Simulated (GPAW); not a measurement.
Property calculation of C$_{2}$H$_{3}$Ge

- system: C$_{2}$H$_{3}$Ge, multiplicity 2, SMILES [C]#[C][GeH3]
- method: LDA (PW92)/dzp, UKS, scalar-relativistic datasets (GPAW 26.7.0)

The geometry comes from this level: PBE0-D4/def2-TZVP.

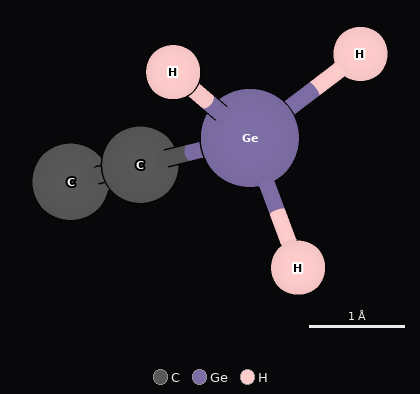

*The structure as given in the input (ball-and-stick view, seen at a tilt). Sticks mark near contacts.*

Bond lengths as drawn: C–C 1.21 Å, C–Ge 1.90 Å and Ge–H 1.53 Å.

The input (run.py):
```python
import numpy as np
from ase.io import read
from ase.units import Debye
from gpaw import GPAW

# Atomic positions
molecule = read('c2h3ge.xyz')
molecule.center(vacuum=4.5)
molecule.set_initial_magnetic_moments([0.333333, 0.333333, 0.333333, 0.0, 0.0, 0.0])

# DFT calculator
calc = GPAW(mode='lcao',
            symmetry='off',
            maxiter=100,
            basis='dzp',
            h=0.2,
            xc='LDA',
            occupations={'name': 'fermi-dirac', 'width': 0.02, 'fixmagmom': True},
            txt='-')
molecule.calc = calc

energy = molecule.get_potential_energy()
print(f'Energy: {energy:.5f} eV')
forces = molecule.get_forces()
print('Forces (eV/Ang)')
for symbol, f in zip(molecule.symbols, forces):
    print(f'{symbol:2} {f[0]:9.4f} {f[1]:9.4f} {f[2]:9.4f}')
dipole = molecule.get_dipole_moment() / Debye
print(f'Dipole = {np.linalg.norm(dipole):.3f} D')
```

File c2h3ge.xyz:
```
6

C      1.063000    -1.993700     1.127200
C      0.554800    -1.039400     0.581600
Ge    -0.244200     0.461100    -0.277700
H     -1.482100    -0.028100    -1.035900
H      0.783700     1.059700    -1.242900
H     -0.633000     1.476400     0.801400
```

Hardware: 1 thread of Arm Neoverse N1, 16 GiB of memory available, shared host.

Command:
```bash
python run.py > run.log
```

Output:
```
__  _  _
 | _ |_)|_||  |
 |__||  | ||/\| - 26.7.0

units:  Angstrom and eV
cores:  1
OpenMP: False

Versions:
  Python: 3.12.14
  ASE:    3.29.0
  Numpy:  2.5.5
  Scipy:  1.18.1
  Libxc:  7.0.0

        _gpaw.cpython-312-aarch64-linux-gnu.so

Input parameters:
  mode=LCAO(),
  basis={'default': 'dzp'},
  h=0.2,
  maxiter=100,
  occupations=Occupations(name='fermi-dirac', width=0.02, fixmagmom=True),
  symmetry=Symmetry(point_group=False, time_reversal=False),
  xc=XC(name='LDA')
         .---------------------------.
        /|                           |
       / |                           |
      /  |                           |
     /   |                           |
    /    |                           |
   /     |                           |
  /      |                           |
 *       |                           |
 |       |         H                 |
 |       |                           |
 |       |         GCC               |
 |       |      H     H              |
 |       |                           |
 |       .---------------------------.
 |      /                           /
 |     /                           /
 |    /                           /
 |   /                           /
 |  /                           /
 | /                           /
 |/                           /
 *---------------------------*

Atoms  # Å, Bohr magnetons
|   | symbol |        x |        y |        z |    initial magnetic moments |
|---|--------|----------|----------|----------|-----------------------------|
| 0 |      C | 7.045100 | 4.500000 | 6.870100 | ( 0.0000,  0.0000,  0.3333) |
| 1 |      C | 6.536900 | 5.454300 | 6.324500 | ( 0.0000,  0.0000,  0.3333) |
| 2 |     Ge | 5.737900 | 6.954800 | 5.465200 | ( 0.0000,  0.0000,  0.3333) |
| 3 |      H | 4.500000 | 6.465600 | 4.707000 | ( 0.0000,  0.0000,  0.0000) |
| 4 |      H | 6.765800 | 7.553400 | 4.500000 | ( 0.0000,  0.0000,  0.0000) |
| 5 |      H | 5.349100 | 7.970100 | 6.544300 | ( 0.0000,  0.0000,  0.0000) |

Unit cell  # Å
| periodic |         x |         y |         z |   lengths |    angles |
|----------|-----------|-----------|-----------|-----------|-----------|
|       no | 11.545100 |  0.000000 |  0.000000 | 11.545100 | 90.000000 |
|       no |  0.000000 | 12.470100 |  0.000000 | 12.470100 | 90.000000 |
|       no |  0.000000 |  0.000000 | 11.370100 | 11.370100 | 90.000000 |

Number of symmetries: 1
Symmetry operations  # r_c * U_cc + t_c -> r_c
|   | kind |            matrix            |
|---|------|------------------------------|
| 0 |  E   |  1, 0, 0,  0, 1, 0,  0, 0, 1 |

BZ-sampling:
  Number of BZ points: 1
  Number of IBZ points: 1

  Monkhorst-Pack size: [1, 1, 1]
  Monkhorst-Pack shift: [0, 0, 0]

K-points  # in reciprocal-cell coordinates
|   |                                coordinates |     weight |
|---|--------------------------------------------|------------|
| 0 | (  0.00000000,   0.00000000,   0.00000000) | 1.00000000 |

basis functions: 54
Spin-components: 2 (collinear spins)
Bands:           14
Projectors:      24
Spin-degeneracy: 1
Datatype:        <class 'float'>

  Storage: CPU
  Wave functions: 12_096 bytes (12_096 per core)

Parallelization:
  kpt:    1
  domain: 1
  band:   1

Density:
  Valence electrons: 15.0
  Components: 2
  Grid points: [56 64 56]
  Charge: 0.0  # |e|

Potential:
  Grid points: [56 64 56]

species:
  C:
    name:    Carbon
    Z:       6.0
    valence: 4
    core:    2
    charge:  0.0  # [|e|]
    file:    C.LDA.gz
    compensation charges:
      type: gauss
      rc: 0.20  # [Å]
      lmax: 2
    cutoffs:
      filter: 1.14  # [Å]
      core: 1.14  # [Å]
    projectors
    | kind |    occ | energy [eV] | rcut [Å] |
    |------|--------|-------------|----------|
    |   2s |  2.000 |     -13.639 |    0.635 |
    |   2p |  2.000 |      -5.414 |    0.635 |
    |    s |        |      13.573 |    0.635 |
    |    p |        |      21.797 |    0.635 |
    |    d |        |       0.000 |    0.635 |

    LCAO basis set for C:
      Name: dzp
      File: C.dzp.basis.gz
      Number of radial functions: 5
      Number of spherical harmonics: 13
        l=0, rc=5.5469 Bohr: 2s-sz confined orbital
        l=1, rc=6.6719 Bohr: 2p-sz confined orbital
        l=0, rc=3.0312 Bohr: 2s-dz split-valence wave
        l=1, rc=3.7500 Bohr: 2p-dz split-valence wave
        l=2, rc=6.6719 Bohr: d-type Gaussian polarization
      Number of RI-basis functions 0

  Ge:
    name:    Germanium
    Z:       32.0
    valence: 4
    core:    28
    charge:  0.0  # [|e|]
    file:    Ge.LDA.gz
    compensation charges:
      type: gauss
      rc: 0.32  # [Å]
      lmax: 2
    cutoffs:
      filter: 1.77  # [Å]
      core: 3.42  # [Å]
    projectors
    | kind |    occ | energy [eV] | rcut [Å] |
    |------|--------|-------------|----------|
    |   4s |  2.000 |     -11.940 |    1.005 |
    |   4p |  2.000 |      -4.047 |    1.005 |
    |    s |        |      15.272 |    1.005 |
    |    p |        |      23.164 |    1.005 |
    |    d |        |       0.000 |    1.005 |

    LCAO basis set for Ge:
      Name: dzp
      File: Ge.dzp.basis.gz
      Number of radial functions: 5
      Number of spherical harmonics: 13
        l=0, rc=6.6406 Bohr: 4s-sz confined orbital
        l=1, rc=8.9688 Bohr: 4p-sz confined orbital
        l=0, rc=3.7500 Bohr: 4s-dz split-valence wave
        l=1, rc=5.3281 Bohr: 4p-dz split-valence wave
        l=2, rc=8.9688 Bohr: d-type Gaussian polarization
      Number of RI-basis functions 0

  H:
    name:    Hydrogen
    Z:       1.0
    valence: 1
    core:    0
    charge:  0.0  # [|e|]
    file:    H.LDA.gz
    compensation charges:
      type: gauss
      rc: 0.15  # [Å]
      lmax: 2
    cutoffs:
      filter: 0.85  # [Å]
      core: 0.53  # [Å]
    projectors
    | kind |    occ | energy [eV] | rcut [Å] |
    |------|--------|-------------|----------|
    |   1s |  1.000 |      -6.353 |    0.476 |
    |    s |        |      20.858 |    0.476 |
    |    p |        |       0.000 |    0.476 |

    LCAO basis set for H:
      Name: dzp
      File: H.dzp.basis.gz
      Number of radial functions: 3
      Number of spherical harmonics: 5
        l=0, rc=6.4219 Bohr: 1s-sz confined orbital
        l=0, rc=3.6094 Bohr: 1s-dz split-valence wave
        l=1, rc=6.4219 Bohr: p-type Gaussian polarization
      Number of RI-basis functions 0

Reference energy: -59091.809665  # eV

eigensolver:
  <gpaw.new.lcao.eigensolver.LCAOEigensolver object at 0xeb0465c989e0>
density mixing:
  MSR1-Mixer
  Pratt-step length: 0.05
  Maximum mixing coefficient: 0.75
  Old densities: 10
  SVD Regularization: 0.005
  Good broyden scale: 1.0
  Trust region scale: 1.0
  Backstep threshold: 4.0
  History deletion threshold: 6.0
  Fourier metric: weight=20.0, sigma=0.015

occupation numbers:
  Fixed magnetic moment: 1.000
  Fermi-Dirac:
    width: 0.0200  # eV

FastPoissonSolver using
    Stencil: 6*3+1=19 point O(h^6) finite-difference Laplacian
    FFT axes: []
    FST axes: [np.int64(0), np.int64(2), np.int64(1)]

xc functional:
  name: None
interpolation: tri-quintic # 5. degree polynomial

         .---------------------------.
        /|                           |
       / |                           |
      /  |                           |
     /   |                           |
    /    |                           |
   /     |                           |
  /      |                           |
 *       |                           |
 |       |         H                 |
 |       |                           |
 |       |         GCC               |
 |       |      H     H              |
 |       |                           |
 |       .---------------------------.
 |      /                           /
 |     /                           /
 |    /                           /
 |   /                           /
 |  /                           /
 | /                           /
 |/                           /
 *---------------------------*

Atoms  # Å, Bohr magnetons
|   | symbol |        x |        y |        z |    initial magnetic moments |
|---|--------|----------|----------|----------|-----------------------------|
| 0 |      C | 7.045100 | 4.500000 | 6.870100 | ( 0.0000,  0.0000,  0.3333) |
| 1 |      C | 6.536900 | 5.454300 | 6.324500 | ( 0.0000,  0.0000,  0.3333) |
| 2 |     Ge | 5.737900 | 6.954800 | 5.465200 | ( 0.0000,  0.0000,  0.3333) |
| 3 |      H | 4.500000 | 6.465600 | 4.707000 | ( 0.0000,  0.0000,  0.0000) |
| 4 |      H | 6.765800 | 7.553400 | 4.500000 | ( 0.0000,  0.0000,  0.0000) |
| 5 |      H | 5.349100 | 7.970100 | 6.544300 | ( 0.0000,  0.0000,  0.0000) |

Unit cell  # Å
| periodic |         x |         y |         z |   lengths |    angles |
|----------|-----------|-----------|-----------|-----------|-----------|
|       no | 11.545100 |  0.000000 |  0.000000 | 11.545100 | 90.000000 |
|       no |  0.000000 | 12.470100 |  0.000000 | 12.470100 | 90.000000 |
|       no |  0.000000 |  0.000000 | 11.370100 | 11.370100 | 90.000000 |

Number of symmetries: 1
Symmetry operations  # r_c * U_cc + t_c -> r_c
|   | kind |            matrix            |
|---|------|------------------------------|
| 0 |  E   |  1, 0, 0,  0, 1, 0,  0, 0, 1 |

BZ-sampling:
  Number of BZ points: 1
  Number of IBZ points: 1

  Monkhorst-Pack size: [1, 1, 1]
  Monkhorst-Pack shift: [0, 0, 0]

K-points  # in reciprocal-cell coordinates
|   |                                coordinates |     weight |
|---|--------------------------------------------|------------|
| 0 | (  0.00000000,   0.00000000,   0.00000000) | 1.00000000 |

basis functions: 54
Spin-components: 2 (collinear spins)
Bands:           14
Projectors:      24
Spin-degeneracy: 1
Datatype:        <class 'float'>

  Storage: CPU
  Wave functions: 12_096 bytes (12_096 per core)

Parallelization:
  kpt:    1
  domain: 1
  band:   1

Density:
  Valence electrons: 15.0
  Components: 2
  Grid points: [56 64 56]
  Charge: 0.0  # |e|

Potential:
  Grid points: [56 64 56]

species:
  C:
    name:    Carbon
    Z:       6.0
    valence: 4
    core:    2
    charge:  0.0  # [|e|]
    file:    C.LDA.gz
    compensation charges:
      type: gauss
      rc: 0.20  # [Å]
      lmax: 2
    cutoffs:
      filter: 1.14  # [Å]
      core: 1.14  # [Å]
    projectors
    | kind |    occ | energy [eV] | rcut [Å] |
    |------|--------|-------------|----------|
    |   2s |  2.000 |     -13.639 |    0.635 |
    |   2p |  2.000 |      -5.414 |    0.635 |
    |    s |        |      13.573 |    0.635 |
    |    p |        |      21.797 |    0.635 |
    |    d |        |       0.000 |    0.635 |

    LCAO basis set for C:
      Name: dzp
      File: C.dzp.basis.gz
      Number of radial functions: 5
      Number of spherical harmonics: 13
        l=0, rc=5.5469 Bohr: 2s-sz confined orbital
        l=1, rc=6.6719 Bohr: 2p-sz confined orbital
        l=0, rc=3.0312 Bohr: 2s-dz split-valence wave
        l=1, rc=3.7500 Bohr: 2p-dz split-valence wave
        l=2, rc=6.6719 Bohr: d-type Gaussian polarization
      Number of RI-basis functions 0

  Ge:
    name:    Germanium
    Z:       32.0
    valence: 4
    core:    28
    charge:  0.0  # [|e|]
    file:    Ge.LDA.gz
    compensation charges:
      type: gauss
      rc: 0.32  # [Å]
      lmax: 2
    cutoffs:
      filter: 1.77  # [Å]
      core: 3.42  # [Å]
    projectors
    | kind |    occ | energy [eV] | rcut [Å] |
    |------|--------|-------------|----------|
    |   4s |  2.000 |     -11.940 |    1.005 |
    |   4p |  2.000 |      -4.047 |    1.005 |
    |    s |        |      15.272 |    1.005 |
    |    p |        |      23.164 |    1.005 |
    |    d |        |       0.000 |    1.005 |

    LCAO basis set for Ge:
      Name: dzp
      File: Ge.dzp.basis.gz
      Number of radial functions: 5
      Number of spherical harmonics: 13
        l=0, rc=6.6406 Bohr: 4s-sz confined orbital
        l=1, rc=8.9688 Bohr: 4p-sz confined orbital
        l=0, rc=3.7500 Bohr: 4s-dz split-valence wave
        l=1, rc=5.3281 Bohr: 4p-dz split-valence wave
        l=2, rc=8.9688 Bohr: d-type Gaussian polarization
      Number of RI-basis functions 0

  H:
    name:    Hydrogen
    Z:       1.0
    valence: 1
    core:    0
    charge:  0.0  # [|e|]
    file:    H.LDA.gz
    compensation charges:
      type: gauss
      rc: 0.15  # [Å]
      lmax: 2
    cutoffs:
      filter: 0.85  # [Å]
      core: 0.53  # [Å]
    projectors
    | kind |    occ | energy [eV] | rcut [Å] |
    |------|--------|-------------|----------|
    |   1s |  1.000 |      -6.353 |    0.476 |
    |    s |        |      20.858 |    0.476 |
    |    p |        |       0.000 |    0.476 |

    LCAO basis set for H:
      Name: dzp
      File: H.dzp.basis.gz
      Number of radial functions: 3
      Number of spherical harmonics: 5
        l=0, rc=6.4219 Bohr: 1s-sz confined orbital
        l=0, rc=3.6094 Bohr: 1s-dz split-valence wave
        l=1, rc=6.4219 Bohr: p-type Gaussian polarization
      Number of RI-basis functions 0

Reference energy: -59091.809665  # eV

eigensolver:
  <gpaw.new.lcao.eigensolver.LCAOEigensolver object at 0xeb045a9f88c0>
density mixing:
  MSR1-Mixer
  Pratt-step length: 0.05
  Maximum mixing coefficient: 0.75
  Old densities: 10
  SVD Regularization: 0.005
  Good broyden scale: 1.0
  Trust region scale: 1.0
  Backstep threshold: 4.0
  History deletion threshold: 6.0
  Fourier metric: weight=20.0, sigma=0.015

occupation numbers:
  Fixed magnetic moment: 1.000
  Fermi-Dirac:
    width: 0.0200  # eV

FastPoissonSolver using
    Stencil: 6*3+1=19 point O(h^6) finite-difference Laplacian
    FFT axes: []
    FST axes: [np.int64(0), np.int64(2), np.int64(1)]

xc functional:
  name: None
interpolation: tri-quintic # 5. degree polynomial

Initialization done in: 4.785 s

convergence criteria:
- Maximum [total energy] change in last 3 cyles: 0.0005 eV / valence electron
- Maximum integral of absolute [dens]ity change: 0.0001 electrons / valence electron
- Maximum integral of absolute [eigenst]ate change: 4e-08 eV^2 / valence electron
maximum number of iterations: 100

SCF iterations
|iter     |     time |      energy | eigst |  dens |  magmom |
|---------|----------|-------------|-------|-------|---------|
|iter:   1| 00:00:05 |  -27.684754 |      c|       |  +0.9997|
|iter:   2| 00:00:06 |  -27.432073 |      c| -0.55 |  +0.9997|
|iter:   3| 00:00:07 |  -26.661540 |      c| -0.59 |  +0.9999|
|iter:   4| 00:00:08 |  -26.677497 |      c| -1.00 |  +1.0000|
|iter:   5| 00:00:09 |  -26.542110 |      c| -0.87 |  +1.0000|
|iter:   6| 00:00:10 |  -26.552018 |      c| -1.29 |  +1.0000|
|iter:   7| 00:00:11 |  -26.568662 |      c| -1.54 |  +1.0000|
|iter:   8| 00:00:12 |  -26.573292 |      c| -1.91 |  +1.0000|
|iter:   9| 00:00:13 |  -26.574322c|      c| -2.28 |  +1.0000|
|iter:  10| 00:00:14 |  -26.574351c|      c| -2.97 |  +1.0000|
|iter:  11| 00:00:15 |  -26.574354c|      c| -3.50 |  +1.0000|
|iter:  12| 00:00:16 |  -26.574354c|      c| -3.81 |  +1.0000|
|iter:  13| 00:00:17 |  -26.574354c|      c| -4.11c|  +1.0000|

Converged in 13 steps
SCF loop duration: 11.296 s (0.869 s/step)
Energy contributions relative to reference atoms: (reference = -59091.809665)

Energy contributions:
  Kinetic:          35.141959
  Coulomb:         -34.242482
  Zero:              0.237602
  External:          0.000000
  Xc:              -27.711434
  Entropy:          -0.000001
  Spinorbit:         0.000000
  ----------------------------
  Free energy:     -26.574354
  Extrapolated:    -26.574354

dipole moment: (-0.123613, 0.231432, -0.132897)  # |e|*Ang

Total magnetic moment: (0.000000, 0.000000, 0.999996)

Local magnetic moments
|        x |        y |         z |
|----------|----------|-----------|
| 0.000000 | 0.000000 |  0.374360 |  # C    0
| 0.000000 | 0.000000 |  0.004554 |  # C    1
| 0.000000 | 0.000000 |  0.011672 |  # Ge   2
| 0.000000 | 0.000000 | -0.000644 |  # H    3
| 0.000000 | 0.000000 | -0.000644 |  # H    4
| 0.000000 | 0.000000 | -0.000637 |  # H    5

Fermi levels: -6.978, -6.569
Eigenvalues  # (at kpt = [0.000, 0.000, 0.000])
| band index |      eig [eV] | occ [0-1] |      eig [eV] | occ [0-1] |
|------------|---------------|-----------|---------------|-----------|
|          0 |       -18.725 |     1.000 |       -18.320 |     1.000 |
|          1 |       -15.108 |     1.000 |       -15.019 |     1.000 |
|          2 |       -10.486 |     1.000 |       -10.127 |     1.000 |
|          3 |        -8.956 |     1.000 |        -8.940 |     1.000 |
|          4 |        -8.956 |     1.000 |        -8.940 |     1.000 |
|          5 |        -8.708 |     1.000 |        -6.873 |     1.000 |
|          6 |        -7.282 |     1.000 |        -6.873 |     1.000 |
|          7 |        -7.282 |     1.000 |        -6.293 |     0.000 |
|          8 |        -0.805 |     0.000 |        -0.286 |     0.000 |
|          9 |        -0.805 |     0.000 |        -0.286 |     0.000 |
|         10 |         0.338 |     0.000 |         0.342 |     0.000 |
|         11 |         0.696 |     0.000 |         0.732 |     0.000 |
|         12 |         2.230 |     0.000 |         2.387 |     0.000 |
|         13 |         2.231 |     0.000 |         2.387 |     0.000 |

Gap: 0.409 eV
Transition (v -> c):
  (s=0, k=0, n=7, [0.00, 0.00, 0.00]) -> (s=1, k=0, n=5, [0.00, 0.00, 0.00])
No difference between direct/indirect transitions
vacuum-level: 0.000  # V
Energy: -26.57435 eV

Forces  # eV/Ang
|        x |        y |        z |
|----------|----------|----------|
|  1.01990 | -1.87675 |  1.06629 |  # C    0
| -1.08935 |  1.99700 | -1.13348 |  # C    1
|  0.12591 | -0.25812 |  0.14611 |  # Ge   2
| -0.21523 | -0.08955 | -0.11874 |  # H    3
|  0.16800 |  0.08943 | -0.15913 |  # H    4
| -0.06348 |  0.15285 |  0.18001 |  # H    5

Force computation time: 0.549  # s
Forces (eV/Ang)
C     1.0199   -1.8768    1.0663
C    -1.0894    1.9970   -1.1335
Ge    0.1259   -0.2581    0.1461
H    -0.2152   -0.0896   -0.1187
H     0.1680    0.0894   -0.1591
H    -0.0635    0.1529    0.1800
Dipole = 1.413 D
```

Key numbers:

```csv
quantity,value
outcome,converged
energy relative to the program's reference atoms,−26.5744 eV
basis functions,54
largest force,2.542 eV/Å
dipole moment,1.41 D
wall time,18 s
peak memory,0.67 GiB
```
